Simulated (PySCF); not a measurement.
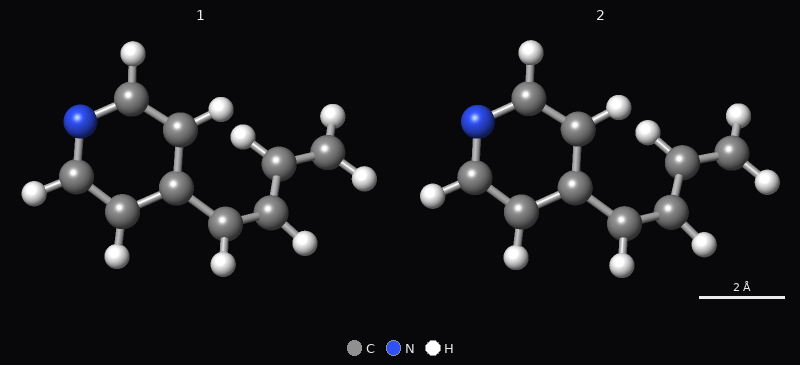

Two geometries of C9H9N, drawn at one scale. One is the start of a relaxation, the other its converged end. The picture is a ball-and-stick view, seen at a tilt.

Computed with PBE0-D3(BJ)/def2-SVP geometry optimisation, gas phase (PySCF). 

Q: Which geometry has the lower energy?

A: Structure 2 is the relaxed one. The start comes from GFN2-xTB. The energy falls by 1.47 kcal/mol in 8 geometry steps. The largest force component goes from 0.6 to 0.012 eV/Å. The atom that moves furthest after the best rigid fit is an H atom (0.16 Å). By element the largest moves are H 0.16 Å, C 0.10 Å, N 0.08 Å. Some distances before and after: C–H 1.081 → 1.094 Å, C–C 1.330 → 1.342 Å, C–C 1.383 → 1.392 Å, C–N 1.323 → 1.331 Å. The run took about 2.4 core-minutes on a shared host.
